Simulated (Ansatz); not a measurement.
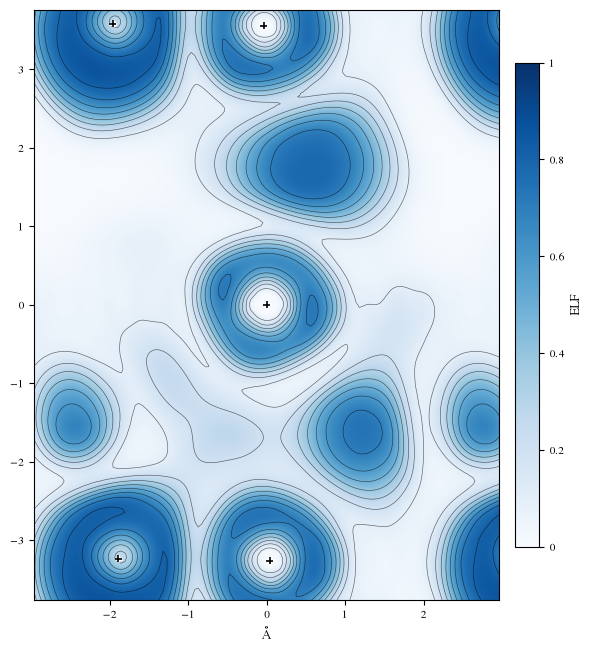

The electron localisation function on a plane through atoms (crosses mark nuclei in the plane).

All numbers below come from DFT PBE, scalar-relativistic, plane waves, PAW (Ansatz 0.2.0).

Candidates:
A. TaTl3P2, a = 3.47 Å, b = 3.47 Å, c = 13.82 Å, α = 90.00°, β = 90.00°, γ = 120.00°. Space group P-3m1; a generated structure, not necessarily the stable one; changed on purpose from its base cell (volume × 0.94, shape and atoms relaxed); computed pressure about 3 GPa in this cell.
B. Ti2WO4, a = 5.24 Å, b = 2.79 Å, c = 6.23 Å, α = 90.00°, β = 90.66°, γ = 90.00°. Space group Pm; a generated structure, not necessarily the stable one; changed on purpose from its base cell (volume × 1.10, shape and atoms relaxed); computed pressure about −8 GPa in this cell; computed without spin polarisation.
C. Ga4As3P, a = 5.63 Å, b = 5.63 Å, c = 11.25 Å, α = 90.00°, β = 90.00°, γ = 90.00°. Space group I-42m; a generated structure, not necessarily the stable one; changed on purpose from its base cell (volume × 0.97, shape and atoms relaxed); computed pressure about 2 GPa in this cell.

Which candidate gave the map?

Candidate B: Ti2WO4 on the (011̄) plane of the conventional cell, which holds Ti, W and O. W–O (1.93 Å): the ELF peaks at about 0.80 in the valence shell of O, 0.6 Å from its nucleus, and drops to about 0.25 between the two atoms.
